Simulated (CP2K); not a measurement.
# CH8BSbSi (SMILES B[SiH2][SbH][CH3]): GFN1-xTB

What is the energy change on altering one bond length of CH8BSbSi at GFN1-xTB? 

Program for the calculation: CP2K 2026.2.

5 further runs of the same task are left out: 2 that didn't finish, 3 set aside as unsound or not needed.

### Step 1. The system as given

CH8BSbSi: 12 atoms, total charge 0, spin state singlet. As SMILES, `B[SiH2][SbH][CH3]`. The shape comes from a force field and isn't a relaxed structure. This is one conformer, not always the lowest.

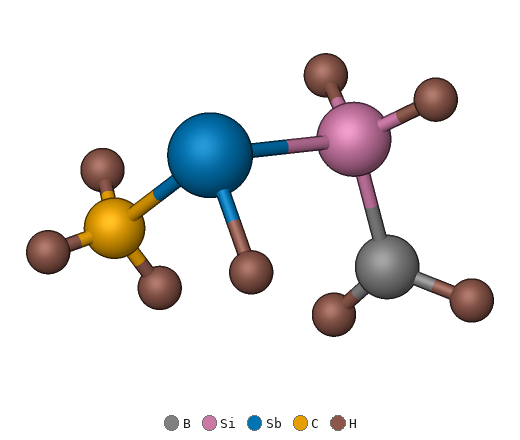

Viewed from a chosen angle; boron grey, silicon pink, antimony blue, carbon amber, hydrogen brown.

### Step 2. Energy and gradient at GFN1-xTB

File molecule.xyz:

```xyz
12

B     -1.186600     1.487000    -0.150900
Si    -1.443700    -0.285300     0.491800
Sb     0.755500    -1.185000     1.237100
C      1.754200    -0.850800    -0.697200
H     -0.533900     1.744500    -1.106200
H     -1.818000     2.431900     0.358400
H     -1.949900    -1.134000    -0.573400
H     -2.332500    -0.261300     1.623900
H      1.315800     0.409700     1.868000
H      1.221900    -1.549500    -1.407300
H      1.504800     0.187600    -0.992500
H      2.789400    -1.050200    -0.617700
```

File gas.inp:

```
&GLOBAL
    PROJECT gas
    RUN_TYPE ENERGY_FORCE
    PRINT_LEVEL MEDIUM
&END

&FORCE_EVAL
    METHOD QS
    &DFT
        CHARGE 0
        MULTIPLICITY 1
        &QS
            METHOD XTB
            EPS_DEFAULT 1.0E-10
            &XTB
                GFN_TYPE TBLITE
                &TBLITE
                    METHOD GFN1
                &END
                CHECK_ATOMIC_CHARGES F
            &END
        &END
        &POISSON
            PERIODIC NONE
            POISSON_SOLVER ANALYTIC
        &END
        # SCF settings
        &SCF
            SCF_GUESS ATOMIC
            EPS_SCF 1.0E-07
            MAX_SCF 150
            ADDED_MOS 2
            &DIAGONALIZATION
                ALGORITHM STANDARD
            &END
            &MIXING
                METHOD DIRECT_P_MIXING
                ALPHA 0.4
            &END
        &END
        &PRINT
            &MOMENTS
                PERIODIC F
                REFERENCE COM
                MAX_MOMENT 1
            &END
            &MO ON
                ENERGIES T
                OCCUPATION_NUMBERS T
                NDIGITS 6
                &EACH
                    QS_SCF 0
                &END
                ADD_LAST NUMERIC
            &END
            &HIRSHFELD OFF
            &END
        &END
    &END
    &SUBSYS
        &CELL
            ABC [angstrom] 15.1 14 13.3
            PERIODIC NONE
        &END
        &TOPOLOGY
            COORD_FILE_NAME molecule.xyz
            COORD_FILE_FORMAT XYZ
            &CENTER_COORDINATES
            &END
        &END
    &END
    &PRINT
        &FORCES ON
        &END
    &END
&END
```

Command:

```sh
$ OMP_NUM_THREADS=1 cp2k.psmp gas.inp > gas.out
```

The log of the run:

```text
CP2K| version string:                                       CP2K version 2026.2
[...]
 GLOBAL| Method name                                                        CP2K
[...]
 GLOBAL| Run type                                                   ENERGY_FORCE
[...]
                             - Atoms:                                         12
[...]
                             - Spherical basis functions:                     42
[...]
 Number of electrons:                                                         24
[...]
  *** SCF run converged in    16 steps ***
[...]
  Fermi energy:                                                -0.35305767188433
[...]
 TB_DIPOLE| Moment [Debye]          0.94530758      -1.25394346       0.61169878
 TB_DIPOLE| Derivative [a.u.]       0.00000000       0.00000000       0.00000000
[...]
 ENERGY| Total FORCE_EVAL ( QS ) energy [hartree]            -12.119818829218767
 FORCES| Atomic forces [hartree/bohr]
 FORCES|   Atom     x               y               z               |f|
 FORCES|      1 -2.13793198E-02  1.98305656E-02 -1.90824237E-03   2.92227315E-02
 FORCES|      2 -8.27041318E-04 -5.26927420E-03  2.24915154E-04   5.33852365E-03
 FORCES|      3  2.81453854E-02  9.71956648E-03  1.50198823E-02   3.33501058E-02
 FORCES|      4 -4.68567610E-02  2.30399202E-04 -8.08063022E-03   4.75489823E-02
 FORCES|      5  3.49684626E-03  7.53802258E-03 -2.39986097E-03   8.64922256E-03
 FORCES|      6  1.56295958E-02 -5.77930699E-03 -6.54684989E-03   1.79037956E-02
 FORCES|      7 -3.79163570E-03 -1.31361849E-03  1.93949687E-03   4.45687592E-03
 FORCES|      8 -9.18001998E-03 -5.12680680E-03  2.00782487E-03   1.07045913E-02
 FORCES|      9 -9.16931038E-03 -1.92645441E-02 -7.08131711E-03   2.24798569E-02
 FORCES|     10  1.75736615E-02  1.43599642E-02  1.13473451E-02   2.53733007E-02
 FORCES|     11  1.10623962E-02 -1.35441928E-02 -9.77876743E-04   1.75150795E-02
 FORCES|     12  1.52962030E-02 -1.38077456E-03 -3.54468701E-03   1.57621436E-02
 FORCES| Sum     8.32667268E-17 -3.40439482E-17 -3.06612374E-16
[...]
```

Wall time 1.1 s (1 thread of AMD EPYC 7R43 (Zen 3), shared host); peak memory 0.19 GiB.

### Step 3. The distorted shape at the same level

File molecule.xyz:

```xyz
12

B     -1.406529     1.576974    -0.225433
Si    -1.663629    -0.195326     0.417267
Sb     0.755500    -1.185000     1.237100
C      1.754200    -0.850800    -0.697200
H     -0.753829     1.834474    -1.180733
H     -2.037929     2.521874     0.283867
H     -2.169829    -1.044026    -0.647933
H     -2.552429    -0.171326     1.549367
H      1.315800     0.409700     1.868000
H      1.221900    -1.549500    -1.407300
H      1.504800     0.187600    -0.992500
H      2.789400    -1.050200    -0.617700
```

File qs.inp:

```
&GLOBAL
    PROJECT_NAME qs
    RUN_TYPE ENERGY_FORCE
    PRINT_LEVEL MEDIUM
&END GLOBAL

&FORCE_EVAL
    METHOD QUICKSTEP
    &DFT
        CHARGE 0
        MULTIPLICITY 1
        &QS
            METHOD XTB
            EPS_DEFAULT 1.0E-10
            &XTB
                GFN_TYPE TBLITE
                &TBLITE
                    METHOD GFN1
                &END TBLITE
                CHECK_ATOMIC_CHARGES F
            &END XTB
        &END QS
        &POISSON
            PERIODIC NONE
            POISSON_SOLVER ANALYTIC
        &END POISSON
        &SCF
            SCF_GUESS ATOMIC
            EPS_SCF 1.0E-07
            MAX_SCF 150
            ADDED_MOS 2
            &DIAGONALIZATION
                ALGORITHM STANDARD
            &END DIAGONALIZATION
            &MIXING
                METHOD DIRECT_P_MIXING
                ALPHA 0.4
            &END MIXING
        &END SCF
        &PRINT
            &MOMENTS
                PERIODIC F
                REFERENCE COM
                MAX_MOMENT 1
            &END MOMENTS
            &MO ON
                ENERGIES T
                OCCUPATION_NUMBERS T
                NDIGITS 6
                &EACH
                    QS_SCF 0
                &END EACH
                ADD_LAST NUMERIC
            &END MO
            &HIRSHFELD OFF
            &END HIRSHFELD
        &END PRINT
    &END DFT
    &SUBSYS
        &CELL
            ABC [angstrom] 15.3 14.1 13.3
            PERIODIC NONE
        &END CELL
        &TOPOLOGY
            COORD_FILE_NAME molecule.xyz
            COORD_FILE_FORMAT XYZ
            &CENTER_COORDINATES
            &END CENTER_COORDINATES
        &END TOPOLOGY
    &END SUBSYS
    &PRINT
        &FORCES ON
        &END FORCES
    &END PRINT
&END FORCE_EVAL
```

Command:

```sh
$ OMP_NUM_THREADS=1 cp2k.psmp -i qs.inp > qs.out 2>&1
```

The log of the run:

```text
CP2K| version string:                                       CP2K version 2026.2
[...]
 GLOBAL| Method name                                                        CP2K
[...]
 GLOBAL| Run type                                                   ENERGY_FORCE
[...]
                             - Atoms:                                         12
[...]
                             - Spherical basis functions:                     42
[...]
 Number of electrons:                                                         24
[...]
  *** SCF run converged in    16 steps ***
[...]
  Fermi energy:                                                -0.35672659917578
[...]
 TB_DIPOLE| Moment [Debye]          0.82215424      -1.24368453       0.62450545
 TB_DIPOLE| Derivative [a.u.]       0.00000000       0.00000000       0.00000000
[...]
 ENERGY| Total FORCE_EVAL ( QS ) energy [hartree]            -12.116993605344797
 FORCES| Atomic forces [hartree/bohr]
 FORCES|   Atom     x               y               z               |f|
 FORCES|      1 -1.79837592E-02  1.91877334E-02 -9.58411108E-04   2.63154567E-02
 FORCES|      2  3.23366105E-02 -1.93455455E-02  1.23433281E-02   3.96517876E-02
 FORCES|      3 -1.05175882E-02  2.49233157E-02  1.04486435E-03   2.70718132E-02
 FORCES|      4 -4.70675281E-02  1.25171837E-04 -7.35250380E-03   4.76385052E-02
 FORCES|      5  3.45211844E-03  7.48177196E-03 -2.64685739E-03   8.65447210E-03
 FORCES|      6  1.47634999E-02 -6.26949150E-03 -7.01221015E-03   1.75053861E-02
 FORCES|      7 -2.16667086E-03 -1.78325100E-03  2.18220609E-03   3.55478132E-03
 FORCES|      8 -7.69999844E-03 -5.76053898E-03  2.93845515E-03   1.00552625E-02
 FORCES|      9 -8.94114333E-03 -1.84701932E-02 -7.17223543E-03   2.17378252E-02
 FORCES|     10  1.75540061E-02  1.43025024E-02  1.12806357E-02   2.52973802E-02
 FORCES|     11  1.06984325E-02 -1.30657858E-02 -9.01571834E-04   1.69110629E-02
 FORCES|     12  1.55720208E-02 -1.32568925E-03 -3.74569975E-03   1.60709536E-02
 FORCES| Sum     1.11022302E-16  1.25550612E-16 -2.77555756E-17
[...]
```

Wall time 1.2 s (1 thread of AMD EPYC 7R43 (Zen 3), shared host); peak memory 0.19 GiB.

### Step 4. Outcome

At GFN1-xTB:

```
                                                           quantity         value
                                          first shape: total energy  -12.11982 Eh
             first shape: dipole moment (from atomic charges alone)        1.69 D
                                           first shape: HOMO energy     -10.67 eV
                                           first shape: LUMO energy      -8.71 eV
                                         first shape: HOMO–LUMO gap       1.96 eV
                              first shape: largest force on an atom    2.445 eV/Å
                                      distorted shape: total energy  -12.11699 Eh
         distorted shape: dipole moment (from atomic charges alone)        1.62 D
                                       distorted shape: HOMO energy     -10.60 eV
                                       distorted shape: LUMO energy      -8.83 eV
                                     distorted shape: HOMO–LUMO gap       1.76 eV
                          distorted shape: largest force on an atom    2.450 eV/Å
energy change with the Si2–Sb3 bond stretched from 2.490 to 2.739 Å      0.077 eV
```

In words: With the Si2–Sb3 bond stretched from 2.490 to 2.739 Å the energy rises by 0.08 eV (7.4 kJ/mol). The first shape isn't relaxed at this level, so the change isn't measured from a minimum. The largest force (first shape) is 2.45 eV/Å: the shape isn't a stationary point for this species at this level. The dipole (first shape) comes from point charges on the atoms alone, without atomic dipoles, so it is partial. The dipole (distorted shape) comes from point charges on the atoms alone, without atomic dipoles, so it is partial.
